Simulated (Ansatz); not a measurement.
Level of theory: PBE (plane waves to 420 eV, PAW; Ansatz, a quantum-chemistry and plane-wave program).

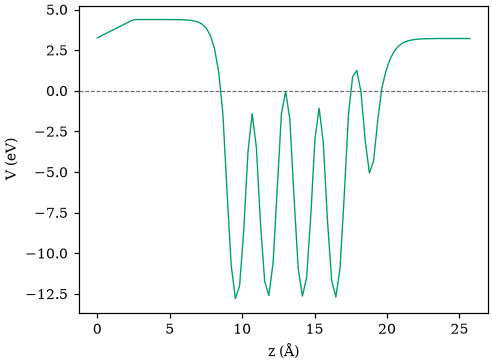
Fig. 1. Electrostatic potential energy of an electron, averaged over planes parallel to the surface, in eV from the Fermi level, for Li on the 1x1 (0001) surface of hcp Ti, one in a 1x1 cell, started at the site 'hollow Ti-Ti-Ti over Ti at depth 2.2 Å'

Model: 5-atom slab, 6.8 Å thick at the start under the adsorbate (thin: gaps and levels are the slab's own), 12x12x1 mesh, Fermi-Dirac 0.1 eV, dipole correction, 2 atoms held, the rest relaxed; held to the start's symmetry, so lower structures may exist; no spin, no spin-orbit, no U, no dispersion correction. At the end it is bonded to 3 Ti. In PBE it is, or lies within 0.03 eV of, the lowest of the starts that converged.

Question: The surface cell has an area of 7.48 Å². What dipole along the normal does the step between the two vacuum levels imply?

Answer: the top vacuum level lies 1.17 eV below the bottom one; p = −ε₀ A ΔV (ε₀ = 0.005526 e/(V·Å)) gives 0.05 e·Å a cell.
